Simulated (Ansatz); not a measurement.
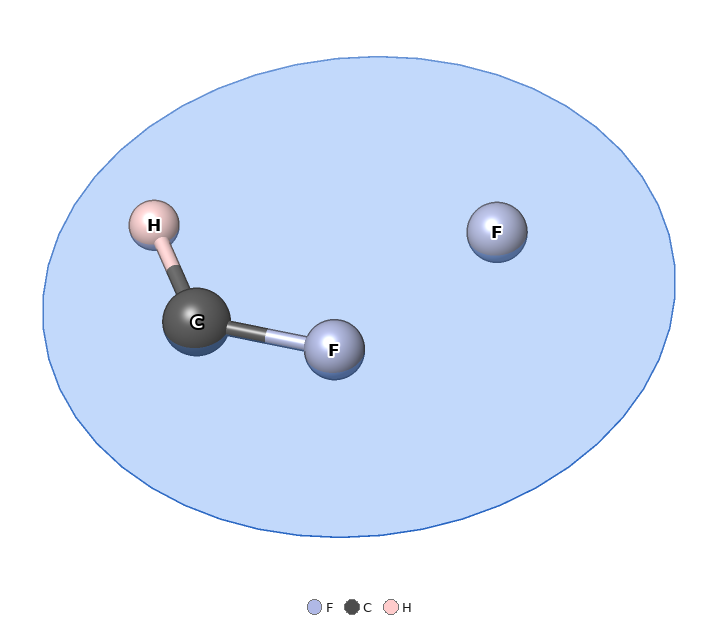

All proper rotation axes (lines) and mirror planes (discs) of the structure are drawn in. Atoms fade into the background with distance from the viewer. Charge +1, singlet. Computed geometry: PBE0-D4/def2-TZVP optimisation. No frequency run is at hand to confirm it as a minimum.

### Name the symmetry elements and the point group.

It has 1 mirror plane. Point group Cs. The group has 2 operations. The geometry is achiral, and symmetry allows a dipole moment.
